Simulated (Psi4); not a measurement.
**triplet CH2Se: levels of theory compared**

Wanted: a comparison of 6 runs (UHF/def2-TZVPP, U-revPBE/def2-TZVPP, UBLYP/def2-TZVPP, UPBE0/def2-TZVPP, UTPSS/def2-TZVPP, UMP2/def2-TZVPP) of triplet CH2Se. 

The results are computed with Psi4 1.11.

### 1 Starting point

CH2Se: 4 atoms, total charge 0, spin state triplet. As SMILES of the parent species, `C=[Se]`. Geometry: relaxed at PBE0-D4/def2-TZVP. That shape belongs to the parent species and isn't relaxed for this state.

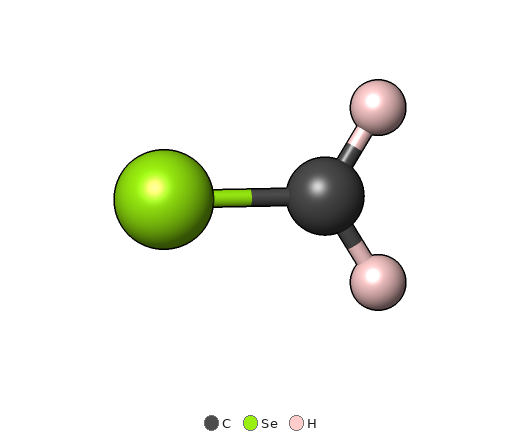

Viewed from a chosen angle; carbon dark grey, selenium green, hydrogen pink.

### 2 Energy and forces at UHF/def2-TZVPP (run 1)

Contents of ch2se.json:

```json
{
 "schema_name": "qcschema_input",
 "schema_version": 1,
 "molecule": {
  "schema_name": "qcschema_molecule",
  "schema_version": 2,
  "symbols": ["C", "Se", "H", "H"],
  "geometry": [-0.24460615, -0.05183519, -0.12884153, 2.61558883, 0.55440785, 1.3779505, -1.10838106, -1.91567206, -0.10123263, -1.26260161, 1.4130994, -1.14783855],
  "molecular_charge": 0,
  "molecular_multiplicity": 3,
  "fix_symmetry": "c1",
  "fix_com": true,
  "fix_orientation": true
 },
 "driver": "gradient",
 "model": {
  "method": "hf",
  "basis": "def2-TZVPP"
 },
 "keywords": {
  "reference": "uhf",
  "puream": true,
  "e_convergence": 1e-09,
  "d_convergence": 1e-08,
  "scf_type": "pk",
  "maxiter": 100,
  "scf_properties": ["MAYER_INDICES", "LOWDIN_CHARGES", "DIPOLE"]
 }
}
```

The run is started by

```console
$ psi4 --qcschema ch2se.json -n 1 --memory 2200MB
```

stdout:

```text
[...]
  Running in c1 symmetry.
[...]
  Nuclear repulsion =   82.595050638691120
[...]
  Multiplicity = 3
[...]
  Nalpha       = 22
  Nbeta        = 20
[...]
    Number of basis functions: 107
[...]
   @UHF iter   1: -2438.34568749933442   -2.84402e+00   1.58377e-02 DIIS/ADIIS
[...]
   @UHF iter  14: -2438.82271691416463   -1.45519e-11   5.04717e-09 DIIS
[...]
   @S^2 Observed:                2.028470851E+00
[...]
  @UHF Final Energy: -2438.82271691416463
   => Energetics <=
    Nuclear Repulsion Energy =             82.5950506386911201
    One-Electron Energy =               -3560.3446007553211530
    Two-Electron Energy =                1038.9268332024648771
    Total Energy =                      -2438.8227169141650847
  UHF NO Occupations:
  HONO-2 :   20  A 1.9937722
  HONO-1 :   21  A 1.0000000
[...]
  -Total Gradient:
     Atom            X                  Y                   Z
    ------   -----------------  -----------------  -----------------
       1        0.070098531473     0.014862519787     0.036927943736
       2       -0.055934696709    -0.011856190634    -0.029467080229
       3       -0.006740836068    -0.008882208585    -0.001410835531
       4       -0.007422998641     0.005875879409    -0.006050027879
[...]
```

The result, in JSON:

```text
{
 "driver": "gradient",
 "model": {
  "method": "hf",
  "basis": "def2-TZVPP"
 },
 "success": true,
 "return_result": [0.0700985314734292, 0.01486251978655136, 0.03692794373638321, -0.055934696708787424, -0.011856190634304514, -0.029467080229147263, -0.006740836068103662, -0.00888220858549088, -0.00141083553070241, -0.007422998641479106, 0.005875879409392548, -0.0060500278791480455],
 "properties": {
  "calcinfo_nbasis": 107,
  "calcinfo_nmo": 107,
  "calcinfo_nalpha": 22,
  "calcinfo_nbeta": 20,
  "calcinfo_natom": 4,
  "nuclear_repulsion_energy": 82.59505063869112,
  "return_energy": -2438.8227169141646,
  "return_gradient": [0.0700985314734292, 0.01486251978655136, 0.03692794373638321, -0.055934696708787424, -0.011856190634304514, -0.029467080229147263, -0.006740836068103662, -0.00888220858549088, -0.00141083553070241, -0.007422998641479106, 0.005875879409392548, -0.0060500278791480455],
  "scf_one_electron_energy": -3560.344600755321,
  "scf_two_electron_energy": 1038.9268332024649,
  "scf_dipole_moment": [-0.27143039332457874, -0.05753506889744742, -0.1430024923257207],
  "scf_total_energy": -2438.8227169141646,
  "scf_total_gradient": [0.0700985314734292, 0.01486251978655136, 0.03692794373638321, -0.055934696708787424, -0.011856190634304514, -0.029467080229147263, -0.006740836068103662, -0.00888220858549088, -0.00141083553070241, -0.007422998641479106, 0.005875879409392548, -0.0060500278791480455],
  "scf_iterations": 14
 }
}
```

Run time: 12 s. Hardware: 1 thread of Intel Xeon Platinum 8488C (Sapphire Rapids), shared host; peak memory 0.47 GiB.

### 3 Energy and gradient at U-revPBE/def2-TZVPP (run 2)

Contents of ch2se.py:

```python
import psi4

psi4.set_memory('2200 MB')
psi4.set_num_threads(1)
psi4.set_output_file('output.dat', False)

molecule = psi4.geometry("""
0 3
C
Se 1 1.740556
H 1 1.087167 2 121.78036
H 1 1.08716 3 116.43833 2 179.99851
symmetry c1
no_reorient
no_com
""")

options = {'reference': 'uks', 'puream': True, 'e_convergence': 1e-09, 'd_convergence': 1e-08, 'scf_type': 'pk', 'dft_radial_points': 99, 'dft_spherical_points': 590, 'maxiter': 100}
psi4.set_options(options)

energy_value, wavefunction = psi4.gradient("revpbe/def2-TZVPP", return_wfn=True)
print('gradient / Eh bohr^-1')
print(energy_value.np.round(6))
print(f'energy = {wavefunction.energy():.10f} Eh')
for k, v in sorted(psi4.core.scalar_variables().items()):
    print(f'{k:45s} {v:18.10f}')
```

The run is started by

```console
$ python ch2se.py
```

output.dat:

```text
[...]
  Running in c1 symmetry.
[...]
  Nuclear repulsion =   82.595057659171218
[...]
  Multiplicity = 3
[...]
  Nalpha       = 22
  Nbeta        = 20
[...]
    Number of basis functions: 107
[...]
   @UKS iter   1: -2439.67495348199054   -1.61822e+00   2.05391e-02 ADIIS/DIIS
[...]
   @UKS iter  12: -2440.57421099832891   -4.13820e-11   8.86335e-09 DIIS
[...]
   @S^2 Observed:                2.004762061E+00
[...]
  @UKS Final Energy: -2440.57421099832891
   => Energetics <=
    Nuclear Repulsion Energy =             82.5950576591712178
    One-Electron Energy =               -3559.2485833313712646
    Two-Electron Energy =                1129.1646826181313372
    DFT Exchange-Correlation Energy =     -93.0853679442602271
    Empirical Dispersion Energy =           0.0000000000000000
    VV10 Nonlocal Energy =                  0.0000000000000000
    Total Energy =                      -2440.5742109983289083
[...]
  -Total Gradient:
     Atom            X                  Y                   Z
    ------   -----------------  -----------------  -----------------
       1       -0.000000016803    -0.000004129619     0.051825642510
       2        0.000000000175     0.000000255772    -0.052562066151
       3       -0.000000036683    -0.003279656111     0.000366365167
       4        0.000000053261     0.003283529987     0.000368328450
[...]
```

The script printed:

```text
gradient / Eh bohr^-1
[[-0.0000e+00 -4.0000e-06  5.1826e-02]
 [ 0.0000e+00  0.0000e+00 -5.2562e-02]
 [-0.0000e+00 -3.2800e-03  3.6600e-04]
 [ 0.0000e+00  3.2840e-03  3.6800e-04]]
energy = -2440.5742109983 Eh
CURRENT ENERGY                                  -2440.5742109983
CURRENT REFERENCE ENERGY                        -2440.5742109983
DD SOLVATION ENERGY                                 0.0000000000
DFT FUNCTIONAL TOTAL ENERGY                     -2440.5742109983
DFT TOTAL ENERGY                                -2440.5742109983
DFT VV10 ENERGY                                     0.0000000000
DFT XC ENERGY                                     -93.0853679443
GRID ELECTRONS ALPHA                               21.9999999899
GRID ELECTRONS BETA                                20.0000000043
GRID ELECTRONS TOTAL                               41.9999999941
NUCLEAR REPULSION ENERGY                           82.5950576592
ONE-ELECTRON ENERGY                             -3559.2485833314
PCM POLARIZATION ENERGY                             0.0000000000
PE ENERGY                                           0.0000000000
SCF ITERATION ENERGY                            -2440.5742109983
SCF ITERATIONS                                     12.0000000000
SCF TOTAL ENERGY                                -2440.5742109983
TWO-ELECTRON ENERGY                              1129.1646826181
XC GRID RADIAL POINTS                              99.0000000000
XC GRID SPHERICAL POINTS                          590.0000000000
XC GRID TOTAL POINTS                           221769.0000000000
```

Wall time 26 s (1 thread of Intel Xeon Platinum 8488C (Sapphire Rapids), shared host); peak memory 0.8 GiB.

Runs 3 to 5 aren't shown in full; the table further down has their settings and results.

### 4 The energy at UMP2/def2-TZVPP (run 6)

Contents of ch2se.xyz:

```xyz
4
CH2Se
C     -0.129440    -0.027430    -0.068180
Se     1.384110     0.293380     0.729180
H     -0.586530    -1.013730    -0.053570
H     -0.668140     0.747780    -0.607410
```

Contents of calc.py:

```python
import psi4

psi4.set_memory('2200 MB')
psi4.set_num_threads(1)
psi4.core.set_output_file('psi4.out', False)

with open('ch2se.xyz') as f:
    atoms = ''.join(f.readlines()[2:])
molecule = psi4.geometry('0 3\n' + atoms + 'symmetry c1')

options = {'basis': 'def2-TZVPP', 'reference': 'uhf', 'puream': True, 'e_convergence': 1e-09, 'd_convergence': 1e-08, 'scf_type': 'pk', 'num_frozen_docc': 10, 'mp2_type': 'conv', 'maxiter': 100}
psi4.set_options(options)

e_tot, wfn = psi4.energy("mp2", molecule=molecule, return_wfn=True)
print(f'total energy {e_tot:.8f} hartree = {e_tot * 27.211386:.5f} eV')
```

The run is started by

```console
$ python calc.py
```

psi4.out:

```text
[...]
  Running in c1 symmetry.
[...]
  Nuclear repulsion =   82.595050733865449
[...]
  Multiplicity = 3
[...]
  Nalpha       = 22
  Nbeta        = 20
[...]
    Number of basis functions: 107
[...]
   @UHF iter   1: -2438.34568755601958   -2.84402e+00   1.58377e-02 ADIIS/DIIS
[...]
   @UHF iter  14: -2438.82271691368123   -1.40972e-11   5.04777e-09 DIIS
[...]
   @S^2 Observed:                2.028470851E+00
[...]
  @UHF Final Energy: -2438.82271691368123
   => Energetics <=
    Nuclear Repulsion Energy =             82.5950507338654489
    One-Electron Energy =               -3560.3446009447106917
    Two-Electron Energy =                1038.9268332971641939
    Total Energy =                      -2438.8227169136812336
  UHF NO Occupations:
  HONO-2 :   20  A 1.9937722
  HONO-1 :   21  A 1.0000000
[...]
 Multipole Moments:
 ------------------------------------------------------------------------------------
     Multipole            Electronic (a.u.)      Nuclear  (a.u.)        Total (a.u.)
 ------------------------------------------------------------------------------------
 L = 1.  Multiply by 2.5417464519 to convert [e a0] to [Debye]
 Dipole X            :          5.7195513           -5.9909817           -0.2714304
 Dipole Y            :          1.2123299           -1.2698650           -0.0575351
 Dipole Z            :          3.0131575           -3.1561600           -0.1430025
 Magnitude           :                                                    0.3121449
[...]
	SCS-MP2 Total Energy (a.u.)        : -2439.20072590839573
	SOS-MP2 Total Energy (a.u.)        : -2439.19283015653809
	SCSN-MP2 Total Energy (a.u.)       : -2439.01472940058829
[...]
	SOS-PI-MP2 Total Energy (a.u.)     : -2439.22130040598904
[...]
	MP2 Total Energy (a.u.)            : -2439.21651741211099
[...]
```

On the terminal:

```text
total energy -2439.21651741 hartree = -66374.46219 eV
```

Wall time 9.3 s (1 thread of Intel Xeon Platinum 8488C (Sapphire Rapids), shared host); peak memory 0.73 GiB.

### 5 Overview of the runs

| run | level | properties | integration grid | energy (Eh) | dipole moment (D) | HOMO energy (eV) | ⟨S²⟩ | wall time |
| --- | --- | --- | --- | --- | --- | --- | --- | --- |
| 1 | UHF/def2-TZVPP | (mayer, lowdin, dipole) | – | -2438.822717 | 0.79 | -8.11 | 2.028 | 12 s |
| 2 | U-revPBE/def2-TZVPP | – | 99 radial × 590 angular | -2440.574211 | 0.31 | -3.83 | 2.005 | 26 s |
| 3 | UBLYP/def2-TZVPP | (wiberg, mayer, lowdin) | 99 radial × 590 angular | -2440.800026 | 0.28 | -3.68 | 2.004 | 17 s |
| 4 | UPBE0/def2-TZVPP | – | 99 radial × 590 angular | -2440.448286 | 0.40 | -5.12 | 2.008 | 26 s |
| 5 | UTPSS/def2-TZVPP | – | 99 radial × 590 angular | -2440.720631 | 0.40 | -3.98 | 2.006 | 40 s |
| 6 | UMP2/def2-TZVPP | – | – | -2439.216517 | – | -8.11 | 2.028 | 9.3 s |

### 6 Results

```
                                                         quantity           value
                                              run 6: total energy  -2439.21652 Eh
run 6: HOMO energy (Hartree–Fock orbitals) (highest over α and β)        -8.11 eV
 run 6: LUMO energy (Hartree–Fock orbitals) (lowest over α and β)         0.15 eV
              run 6: correlation energy (10 core orbitals frozen)      -393.8 mEh
                         run 6: ⟨S²⟩ of the reference determinant           2.028
```

What this shows: Over runs 1, 2, 3, 4, 5 the dipole moment (its size) runs from 0.28 D (UBLYP/def2-TZVPP) to 0.79 D (UHF/def2-TZVPP). Totals of different functionals can't be ranked against each other. All runs together took 2.2 min, the longest 40 s.
